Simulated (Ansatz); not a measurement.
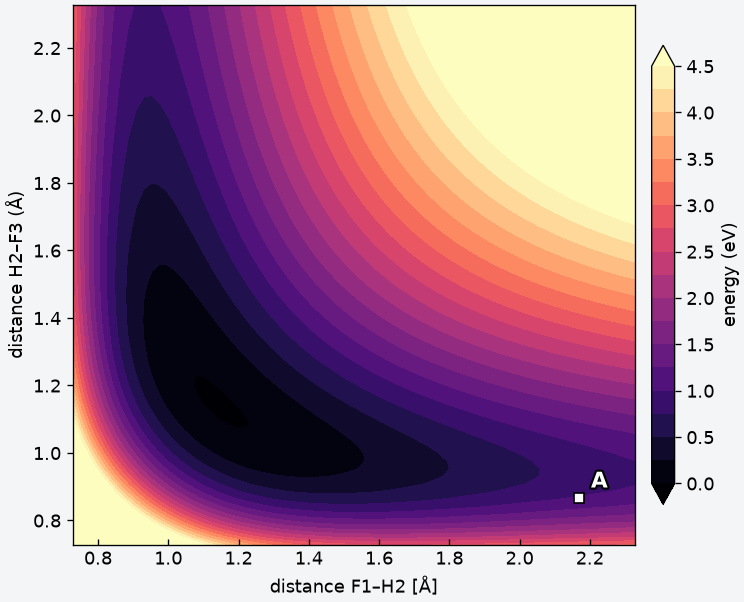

The system F⁻ + HF. First axis: distance F1–H2. Second axis: distance H2–F3. Nothing is relaxed (the angle F1–H2–F3 is fixed at 180 degrees). The grid has 14 × 14 points; 105 points were computed and 91 follow by symmetry. Points are written as (first, second). Energies: eV, counted from the lowest grid point. The restricted reference is unstable at some or all points, so the energies there are unreliable. Computed with RHF-CCSD(T), frozen core/def2-TZVPD in Ansatz 0.2.0.

In the figure: filled contours, one colour for all values above the top of the scale, the point A. Between grid points the surface is interpolated.

Is A at rest? If not, where is it pushed?

A, at (2.170 Å, 0.868 Å), is not a stationary point. The computed force is 0.71 eV for each Å towards smaller values of distance F1–H2 and 5.1 eV for each Å towards larger values of distance H2–F3.
